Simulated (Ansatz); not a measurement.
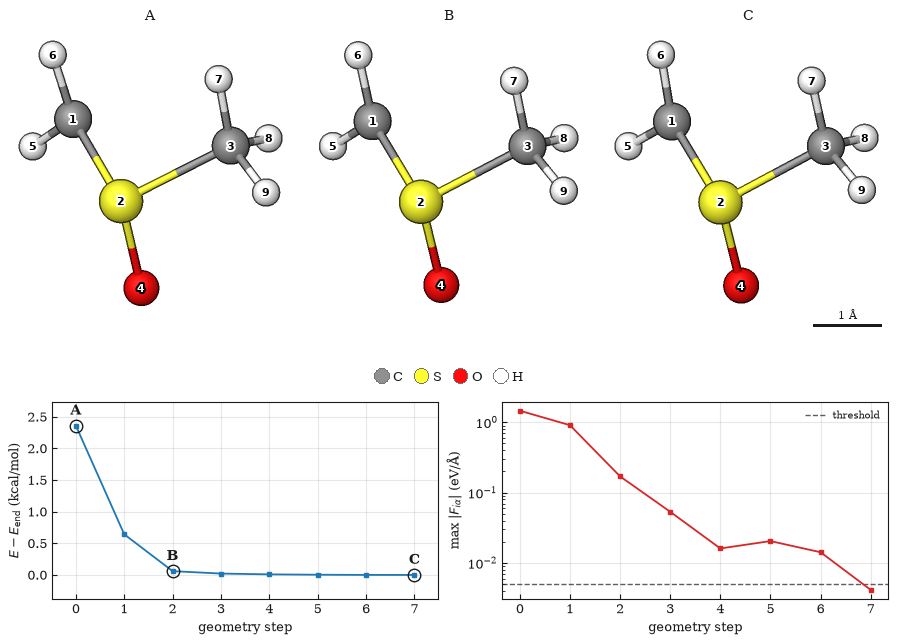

Frames of a relaxation of C2H5OS (multiplicity 2), marked on the history of the run. The picture is a ball-and-stick view, seen from a free direction.

The start comes from PBE-D4/def2-SVP.

Theory: UKS PBE0-D4/def2-TZVP in Ansatz.

The input:
```yaml
crystal:
  periodic: [false, false, false]
  atoms:
    - {symbol: C, position_ang: [-0.426473, 1.320651, -0.609383]}
    - {symbol: S, position_ang: [-0.551570, -0.416308, -0.621380]}
    - {symbol: C, position_ang: [0.418534, -0.820802, 0.906230]}
    - {symbol: O, position_ang: [0.166190, -1.031403, -1.800794]}
    - {symbol: H, position_ang: [-0.336309, 1.780236, -1.606803]}
    - {symbol: H, position_ang: [-0.972953, 1.850211, 0.189261]}
    - {symbol: H, position_ang: [-0.037620, -0.327336, 1.785671]}
    - {symbol: H, position_ang: [1.456570, -0.479796, 0.737215]}
    - {symbol: H, position_ang: [0.372131, -1.921754, 1.003083]}
basis:
  gaussian: {orbitals: def2-TZVP}
magnetization: {spin_polarized: true, initial_magnetization: 1}
hamiltonian: {xc: pbe0, dispersion: d4}
relax: {f_tol: 0.005, max_steps: 150}
```

Run as
```bash
ansatz run in.yaml --threads 4 --pin off --events-out ev --progress --plain --max-ram 10444MiB
```

**What happens along the run?**

The atom that moves furthest after the best rigid fit is H6 (0.15 Å). Largest moves by element: H 0.15 Å, O 0.05 Å, C 0.05 Å, S 0.03 Å. Among the contacts that change: S2–C3 1.854 → 1.804 Å, S2–O4 1.511 → 1.474 Å, C1–S2 1.741 → 1.711 Å, C1–H5 1.102 → 1.083 Å. The energy falls by 2.36 kcal/mol in 7 geometry steps. Largest force component: 1.5 eV/Å at the start, 0.0041 eV/Å at the end. From step 0 to 2: H6 moves most (0.10 Å), energy −2.30 kcal/mol. From step 2 to 7: H5 moves most (0.06 Å), energy −0.06 kcal/mol.
